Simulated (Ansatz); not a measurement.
Process, species as SMILES: [OH] (OH) → H atom + O atom
B3LYP-D3(BJ)/def2-TZVP geometries, fixed; electronic energies without zero-point terms.

Basis-set convergence of the atomisation energy at B2PLYP with Ansatz (a program for electronic structure). Cartesian d functions, on some or all atoms, in 6-31+G*; all else is spherical. Cores are frozen. Open shells are unrestricted. No added dispersion term, no relativity. Functions are those of the species that has most. Reference: the value in aug-cc-pV5Z, 107.25 kcal/mol, itself unsure by roughly 0.09 kcal/mol (its mean distance from pcseg-4, aug-pcseg-3, aug-cc-pVQZ). Deviations are taken from unrounded values.

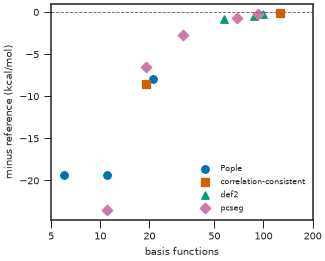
Figure: Deviation from the reference against the number of basis functions, by family of sets.

```csv
basis,functions,atomisation energy (kcal/mol),minus reference (kcal/mol)
STO-3G,6,87.92,-19.32
6-31G,11,87.87,-19.37
pcseg-0,11,83.72,-23.52
cc-pVDZ,19,98.67,-8.58
pcseg-1,19,100.75,-6.50
6-31+G*,21,99.35,-7.90
aug-pcseg-1,32,104.51,-2.73
def2-TZVPPD,57,106.38,-0.86
aug-pcseg-2,69,106.57,-0.68
def2-QZVPP,87,106.75,-0.50
pcseg-3,93,107.07,-0.18
def2-QZVPPD,99,106.97,-0.28
aug-cc-pVQZ,126,107.09,-0.16
```
